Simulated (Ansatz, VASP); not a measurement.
# InBiP2: VASP beside Ansatz, part 2 of 2

One calculation is typed for both programs; each brings its own data sets. How far apart do they land? The cell is invented: As first built, before any earlier steps moved the atoms (in the runner's words): it takes the InP structure with some of its atoms replaced by other elements, volume scaled by an estimate. It may not be a known or stable phase. The cell is taken from a series of VASP runs on this material, whose earlier steps may have relaxed, scaled or displaced it; both programs get it as it stands. Valence electrons are named where the data sets of a main pair hold unlike numbers.

VASP 6.6.1 and Ansatz 0.2.0.

So far. Step 2 (VASP: single point, PBE): The run ends at a pressure of 0.00 GPa, with forces up to 0.0089 eV/Å. Step 3 (Ansatz: single point, PBE): The run ends at a pressure of 0.06 GPa, with forces up to 0.014 eV/Å.

## 5. VASP: band structure, PBE

Level of this step: PBE; plane waves and PAW (Bi_d, In_d, P); invented cell (VASP).

Levels along a path test the potential and the projectors away from the mesh points.

The input, INCAR:

```
SYSTEM = InBiP2
PREC = Accurate
ENCUT = 400
EDIFF = 1E-06
NELM = 100
ISMEAR = 0
SIGMA = 0.05
LREAL = .FALSE.
ALGO = Normal
GGA = PE
NBANDS = 33
LORBIT = 11
LWAVE = .FALSE.
LCHARG = .FALSE.
KPAR = 2
```

The input, POSCAR:

```
InBiP2
1.0
    2.1018449888      1.2135002369      7.9312849891
   -2.1018449888      1.2135002369      7.9312849891
    0.0000000000     -2.4270016545      7.9312850203
Bi In P
1 1 2
Direct
    0.5012803093      0.5012803093      0.5012803093
    0.0013209236      0.0013209236      0.0013209236
    0.1134403002      0.1134403002      0.1134403001
    0.6339584669      0.6339584669      0.6339584670
```

The input, KPOINTS:

```
Automatic mesh
0
Gamma
7 7 7
0 0 0
```

The input, KPOINTS_OPT:

```
Line mode
16
Line-mode
Reciprocal
  0.00000000   0.00000000   0.00000000 GAMMA
  0.50000000   0.00000000   0.00000000 L

  0.50000000   0.00000000   0.00000000 L
  0.50000000   0.18227303  -0.18227303 B1

  0.81772697   0.50000000   0.18227303 B
  0.50000000   0.50000000   0.50000000 Z

  0.50000000   0.50000000   0.50000000 Z
  0.00000000   0.00000000   0.00000000 GAMMA

  0.00000000   0.00000000   0.00000000 GAMMA
  0.34113651   0.00000000  -0.34113651 X

  0.65886349   0.34113651   0.00000000 Q
  0.50000000   0.50000000   0.00000000 F

  0.50000000   0.50000000   0.00000000 F
  0.65886349   0.65886349   0.18227303 P1

  0.65886349   0.65886349   0.18227303 P1
  0.50000000   0.50000000   0.50000000 Z

  0.50000000   0.00000000   0.00000000 L
  0.81772697   0.34113651   0.34113651 P
```

The projector-augmented-wave data sets are Bi_d, In_d and P (PBE family, release 64).

Run with:

```
mpirun -np 2 vasp_std
```

Numbers of over 12 decimals in the logs are rounded to 6 here.

Output:

```text
[banner, memory and clock lines left out]
running    2 mpi-ranks, on    1 nodes
[...]
LDA part: xc-table for (Slater+PW92), standard interpolation
 POSCAR, INCAR and KPOINTS ok, starting setup
[...]
entering main loop
       N       E                     dE             d eps       ncg     rms          rms(c)
DAV:   1     0.320826556840E+03    0.32083E+03   -0.15027E+04  2904   0.101E+03
DAV:   2     0.177880621107E+02   -0.30304E+03   -0.28991E+03  3041   0.306E+02
DAV:   3    -0.164028285557E+02   -0.34191E+02   -0.33636E+02  3522   0.116E+02
DAV:   4    -0.178403766162E+02   -0.14375E+01   -0.14345E+01  3590   0.256E+01
[...]
DAV:  13    -0.168240560642E+02   -0.10039E-04   -0.11534E-05  2828   0.155E-02    0.711E-03
DAV:  14    -0.168240581245E+02   -0.20603E-05   -0.30664E-06  3075   0.819E-03    0.148E-03
DAV:  15    -0.168240582707E+02   -0.14621E-06   -0.22415E-07  2294   0.281E-03
   1 F= -.16824058E+02 E0= -.16824058E+02  d E =-.284502E-07
 Start KPOINTS_OPT (optional k-point list driver)
k-point batch [1-44\144]
       N       E                     dE             ncg
DAV:   1     0.181504048089E+04   -0.31448E+05     2905
DAV:   2    -0.113762882822E+05   -0.13191E+05     2996
DAV:   3    -0.128953658652E+05   -0.15191E+04     3574
DAV:   4    -0.129595064824E+05   -0.64141E+02     3655
[...]
DAV:   8    -0.129625979268E+05   -0.45978E-04     3920
DAV:   9    -0.129625979279E+05   -0.10782E-05     2416
DAV:  10    -0.129625979283E+05   -0.38106E-06     2448
[...]
k-point batch [133-144\144]
       N       E                     dE             ncg
DAV:   1     0.255741080024E+05   -0.11077E+05      792
DAV:   2     0.219891239262E+05   -0.35850E+04      817
DAV:   3     0.215871708845E+05   -0.40195E+03      967
DAV:   4     0.215704205357E+05   -0.16750E+02     1062
DAV:   5     0.215696529698E+05   -0.76757E+00     1192
DAV:   6     0.215696391287E+05   -0.13841E-01     1088
DAV:   7     0.215696385523E+05   -0.57638E-03     1200
DAV:   8     0.215696385396E+05   -0.12706E-04     1152
DAV:   9     0.215696385393E+05   -0.25784E-06      688
```

Parts of OUTCAR (step 5):

```text
  Total       -0.0006358     -0.0006358      0.0077448      0.0000000     -0.0000000      0.0000000
  in kB       -0.0083930     -0.0083930      0.1022314      0.0000000     -0.0000000      0.0000000
  external PRESSURE =       0.0284818 kB  Pullay stress =       0.0000000 kB

 POSITION                                       TOTAL-FORCE (eV/Angst)
 -----------------------------------------------------------------------------------
      0.00000     -0.00000     11.92739         0.000000     -0.000000      0.004336
      0.00000     -0.00000      0.03143         0.000000     -0.000000      0.008811
      0.00000     -0.00000      2.69918         0.000000      0.000000     -0.008650
      0.00000     -0.00000     15.08432         0.000000      0.000000     -0.004498
 -----------------------------------------------------------------------------------
    total drift:                               -0.000000      0.000006      0.001166

  FREE ENERGIE OF THE ION-ELECTRON SYSTEM (eV)
  ---------------------------------------------------
  free  energy   TOTEN  =       -16.8240582707 eV

  energy  without entropy=      -16.8240582423  energy(sigma->0) =      -16.82405826

[... 1 part as in an earlier step ...]

[... 2 further parts left out ...]
[key lines of the parts left out:]
E-fermi :   4.6318
```

Spin-orbit coupling is off here; with elements this heavy it splits and shifts levels by tenths of an eV or more.

## 6. Ansatz: band structure, PBE

The same cell, functional, mesh and smearing now go to Ansatz, which takes its cutoff from its data sets.

The cell is taken from a series of VASP runs on this material, whose earlier steps may have relaxed, scaled or displaced it; both programs get it as it stands.

The input, input.yaml:

```yaml
crystal:
  lattice:
    - [2.1018449888, 1.2135002369, 7.9312849891]
    - [-2.1018449888, 1.2135002369, 7.9312849891]
    - [0.0, -2.4270016545, 7.9312850203]
  atoms:
    - { symbol: Bi, position: [0.5012803093, 0.5012803093, 0.5012803093] }
    - { symbol: In, position: [0.0013209236, 0.0013209236, 0.0013209236] }
    - { symbol: P, position: [0.1134403002, 0.1134403002, 0.1134403001] }
    - { symbol: P, position: [0.6339584669, 0.6339584669, 0.633958467] }
hamiltonian:
  xc: pbe
  pseudopotentials: { kind: paw }
kpoints:
  mp_grid: { grid: [7, 7, 7] }
  band_path:
    path:
      - [0.0, 0.0, 0.0]
      - [0.13333, 0.0, 0.0]
      - [0.3, 0.0, 0.0]
      - [0.46667, 0.0, 0.0]
      - [0.5, 0.03645, -0.03645]
      - [0.5, 0.09721, -0.09721]
      - [0.5, 0.15797, -0.15797]
      - [0.77536, 0.5, 0.22464]
      - [0.66945, 0.5, 0.33055]
      - [0.60591, 0.5, 0.39409]
      - [0.56355, 0.5, 0.43645]
      - [0.46667, 0.46667, 0.46667]
      - [0.3, 0.3, 0.3]
      - [0.13333, 0.13333, 0.13333]
      - [0.0, 0.0, 0.0]
      - [0.11371, 0.0, -0.11371]
      - [0.20468, 0.0, -0.20468]
      - [0.31839, 0.0, -0.31839]
      - [0.62709, 0.37291, 0.0]
      - [0.57414, 0.42586, 0.0]
      - [0.52118, 0.47882, 0.0]
      - [0.5, 0.5, 0.0]
      - [0.52118, 0.52118, 0.0243]
      - [0.57414, 0.57414, 0.08506]
      - [0.62709, 0.62709, 0.14582]
      - [0.64827, 0.64827, 0.20345]
      - [0.59532, 0.59532, 0.30936]
      - [0.54236, 0.54236, 0.41527]
      - [0.5, 0.0, 0.0]
      - [0.60591, 0.11371, 0.11371]
      - [0.71182, 0.22742, 0.22742]
      - [0.81773, 0.34114, 0.34114]
    npoints: 1
scf:
  occupations: { method: gaussian, width: 0.05 }
  n_extra_bands: 8
output:
  forces: true
  stress: true
  eigenvalues: true
  write_density: true
  write_potential: true
  elf: true
  volumetric_format: npy
```

Run with:

```
ansatz run input.yaml --threads 2 --pin off --max-ram 4608MiB --backend cpu --events-out ev --progress --plain --runs-dir out
```

Output:

```text
[...]
Crystal: 4 atoms, lattice volume = 121.377 Å³
Basis set: ecut = 420 eV, 2325 PW (Γ), FFT grids on a1−a2, a2, −a2+a3, exchange–correlation on 60×120×60 points (8 copies of the dense FFT grid, shifted against one another)
Bands: 27, of which v1, the nominal top of the filled ones, is band 19 counted from 1 (18 counted from 0)
Symmetry: 6 space group operations
[...]
k-point 0: bands = [... 15 lower, 4.6996, 5.0551, 6.0199, 6.0199, 6.7979, 8.1408, 8.1933, 8.1933, ... 4 higher]
  k-point 1: bands = [... 15 lower, 4.4184, 4.9598, 5.5438, 5.6931, 7.2742, 8.1949, 8.5923, 8.9788, ... 4 higher]
  k-point 2: bands = [... 15 lower, 3.9211, 4.1982, 5.1378, 5.9380, 7.0326, 8.6958, 9.1902, 9.3381, ... 4 higher]
  k-point 43: bands = [... 15 lower, 4.4315, 4.7610, 5.6564, 6.3725, 7.4882, 8.4618, 8.6652, 8.7194, ... 4 higher]
[key lines of the parts left out:]
SCF converged after 7 iterations
Free energy (F): -19505.401385 eV
Fermi energy:    6.532328 eV
P = ⅓ Tr σ = 0.0615 GPa (0.615 kbar)
```

Wall time 12 s (2 threads of Arm Neoverse V2, shared host); peak memory 0.43 GiB.

## 7. Differences

Both answers:

```tsv
quantity	Ansatz	VASP	difference
pressure (GPa)	0.06	0.00	+0.06
gap over the path points (eV)	0.117	0.120	-0.003
```

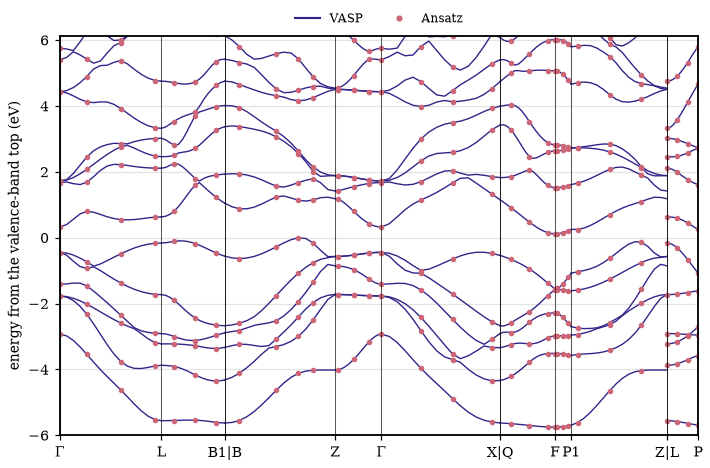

Bands from VASP (lines) and levels from Ansatz (dots). Dots without a line are higher empty bands that the VASP plot leaves out.

Levels at points of the path, from each program's valence-band top (eV; 4 filled, then empty):

```tsv
k (reciprocal lattice)	Ansatz	VASP
0.000 0.000 0.000	-1.77 -1.42 -0.45 -0.45 0.33 1.67 1.72	-1.77 -1.41 -0.44 -0.44 0.33 1.68 1.72
0.133 0.000 0.000	-2.02 -1.47 -0.93 -0.74 0.80 1.68 2.08	-2.02 -1.47 -0.93 -0.73 0.80 1.69 2.08
0.300 0.000 0.000	-2.59 -2.35 -1.38 -0.49 0.55 2.22 2.76	-2.59 -2.35 -1.37 -0.49 0.55 2.22 2.77
0.467 0.000 0.000	-3.18 -2.90 -1.73 -0.17 0.62 2.11 2.48	-3.18 -2.90 -1.72 -0.17 0.62 2.11 2.48
0.500 0.036 -0.036	-3.23 -3.00 -1.91 -0.11 0.80 2.25 2.51	-3.23 -3.00 -1.90 -0.11 0.81 2.25 2.51
0.500 0.097 -0.097	-3.28 -3.12 -2.44 -0.18 1.60 1.79 2.72	-3.28 -3.12 -2.44 -0.18 1.60 1.80 2.72
0.500 0.158 -0.158	-3.37 -2.97 -2.66 -0.46 1.22 1.90 3.26	-3.36 -2.96 -2.65 -0.46 1.23 1.90 3.26
0.775 0.500 0.225	-3.24 -2.82 -2.60 -0.63 0.88 1.94 3.38	-3.23 -2.81 -2.59 -0.63 0.88 1.94 3.38
0.669 0.500 0.331	-3.08 -2.52 -1.76 -0.28 1.23 1.57 3.06	-3.08 -2.52 -1.75 -0.27 1.24 1.57 3.06
0.606 0.500 0.394	-2.41 -1.95 -1.08 0.00 1.14 1.67 2.55	-2.40 -1.94 -1.08 0.00 1.14 1.68 2.56
```

At this near-relaxed geometry the largest component of a force difference is 6 meV/Å. Among the levels compared at these points, filled levels agree within 8 meV and empty ones within 7 meV. Ansatz's pressure holds a Pulay correction of 0.03 GPa; VASP's holds none.

## 8. What came out

```
difference in gap on the k mesh (single point, PBE)                           : -0.0035 eV
largest difference of a filled level at the path points (band structure, PBE) : 8 meV
```

**Reading.** The largest difference of a filled level at the path points is 8 meV (band structure, PBE), within the 80 meV picked in this series as the mark of a large difference. Such differences can come from data sets, numerical settings and the points named under the comparisons, not from the functional's error against experiment.

[Lines on the potential files, build, host, timing and source positions are cut from VASP's logs without a mark.]

[Logs are printed without paths, hosts, clocks, repeated set-up lines and the standing remarks that a program may print on its own settings, such as how far it seeks lower states.]

[Hosts, paths, dates, database ids (printed as entryN), source tags and the programs' standing remarks are cut or masked in the printed files.]
